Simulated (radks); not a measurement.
All numbers are computed, not measured: Dirac Kohn-Sham, LDA (Slater exchange, Perdew-Wang correlation), spin-unpolarised, spherical densities, finite nucleus (the in-house radial solver radks). The occupation of the 6s shell is varied from Os⁺ ([Xe] 4f14 5d6 6s1 (5d3/2: 4, 5d5/2: 2)) to Os ([Xe] 4f14 5d6 6s2 (5d3/2: 4, 5d5/2: 2)), with spherical fractional occupations. Wanted, and plotted below: the total energy less the straight line between the end points, and the eigenvalue of 6s (the dashed line is minus the energy to take the whole electron out).

The curve is convex (below the straight line), with the largest deviation among the points computed, −0.88 eV, at 0.5. The end points differ by 9.79 eV, the energy to take the electron out. The eigenvalue, which is the slope of the energy (Janak's theorem), moves from −13.4 eV at 0 to −6.32 eV at 1; for a straight line it would stay constant, and a parabola would sag by an eighth of this change, scaled to a whole electron, 0.88 eV. Convexity is the delocalisation error: fractional charges are too low in energy.

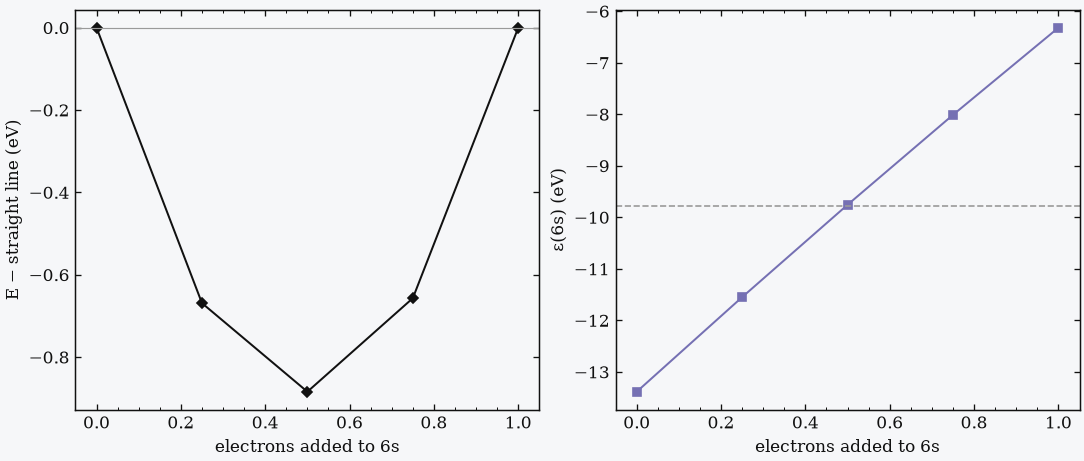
